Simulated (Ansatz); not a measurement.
**F6Ge3···F2Ge (quintet): density, localisation and related maps**

| atom | x (Å) | y (Å) | z (Å) |
| --- | --- | --- | --- |
| Ge | 1.9979 | -1.1813 | -0.0387 |
| Ge | -2.2113 | -1.4167 | 0.3135 |
| Ge | 0.6549 | 0.2014 | -1.9307 |
| Ge | -0.0790 | 1.2574 | 1.7560 |
| F | -0.9035 | -2.4603 | 0.8978 |
| F | 2.0320 | 1.2906 | -2.2672 |
| F | 1.1103 | -0.3331 | 1.5853 |
| F | -1.5792 | 0.1447 | 1.5702 |
| F | 0.1857 | 1.6018 | 0.0033 |
| F | -1.1902 | -0.6270 | -1.0840 |
| F | 0.9783 | -1.2004 | -2.9870 |
| F | -0.9960 | 2.7230 | 2.1816 |

Geometry: PBE-D4/def2-SVP.

All numbers below come from UKS PBE0-D4/def2-SVP in Ansatz 0.2.0.

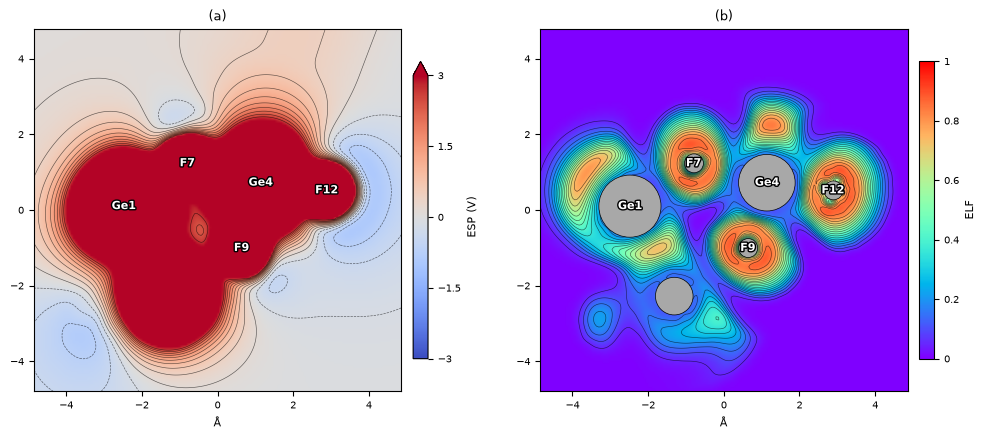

Figure 1. (a) molecular electrostatic potential; (b) ELF on the plane of atoms Ge1, F7 and Ge4. Grey discs cover the atomic cores in the ELF map.

Q: What do the fields say about this system?

A: The section cuts through Ge and F sites. Ge–F (1.78 Å): the ELF peaks at about 0.80 in the valence shell of F, 0.5 Å from its nucleus, and is about 0.25 at the midpoint. Ge–F (1.99 Å): the ELF peaks at about 0.85 in the valence shell of F, 0.5 Å from its nucleus, and is about 0.20 at the midpoint. Ge–F (2.04 Å): the ELF peaks at about 0.85 in the valence shell of F, 0.5 Å from its nucleus, and is about 0.15 at the midpoint. The ELF also peaks beside F9, F12, Ge1 and F7, away from the bonds: non-bonding electrons, paired or unpaired. Outside the dense part of the complex the potential is most negative (−0.9 V) near F12.

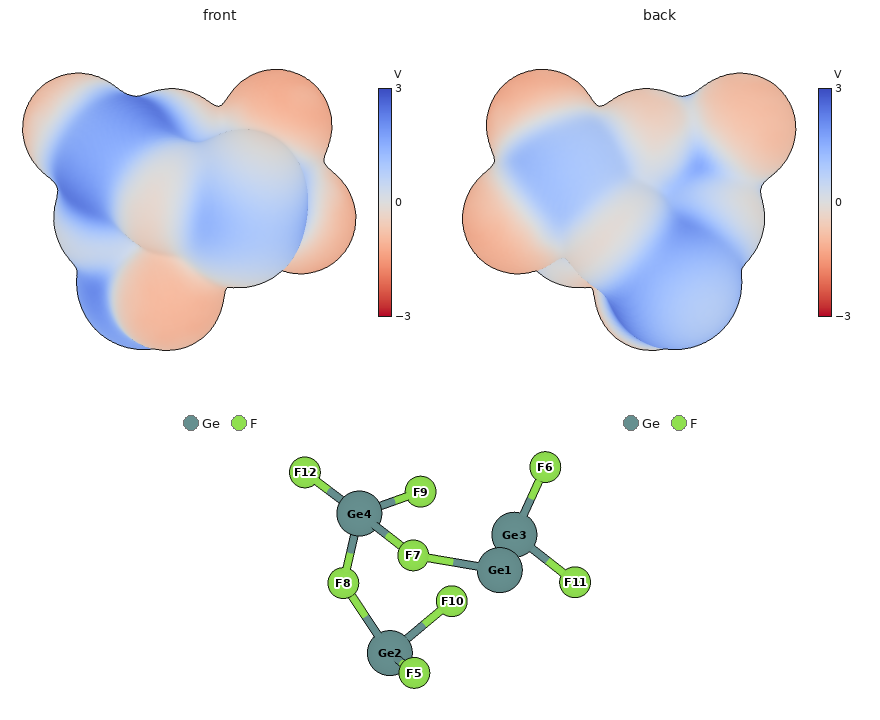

Figure 2. The molecular electrostatic potential painted on the density surface at 0.002 e/bohr³, seen from the front and from behind; red is negative and blue positive. The bare structure is drawn below in the same view.

Q: Describe the electrostatic potential map.

A: The most negative region (about −1.2 V) lies over F6 and F11, the most positive (about +2.3 V) over Ge2 and Ge4.

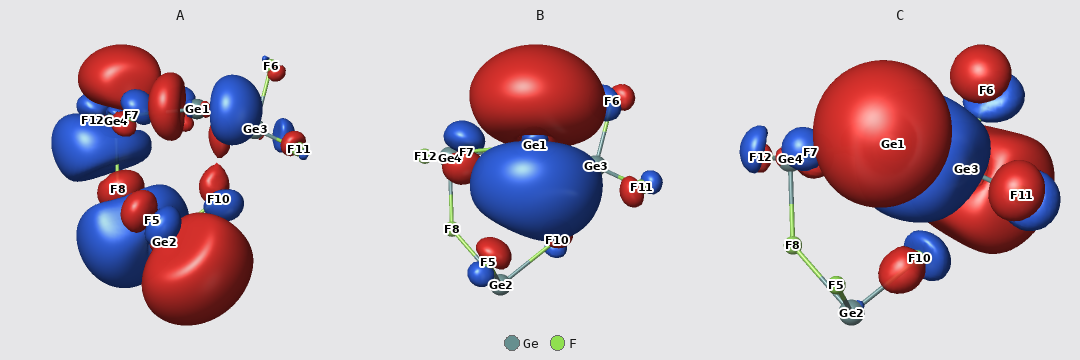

Figure 3. Three frontier orbitals at ±0.06 Å⁻³ᐟ² (red and blue are the two phases), in no order.

Q: Order the three orbitals by energy and name them. All are α orbitals.

A: C is the HOMO−1 (α) (−6.44 eV). It lies mainly on Ge3 (about 45 %), Ge1 (about 35 %) and F6 (about 5 %). B is the HOMO (α) (−5.44 eV). It lies mainly on Ge1 (about 85 %). A is the LUMO (α) (−1.66 eV). It lies mainly on Ge2 (about 55 %), Ge4 (about 15 %), F8 (about 5 %) and Ge1 (about 5 %).

Q: What is the gap between the highest occupied and lowest empty α orbitals?

A: 3.78 eV between the orbital energies.
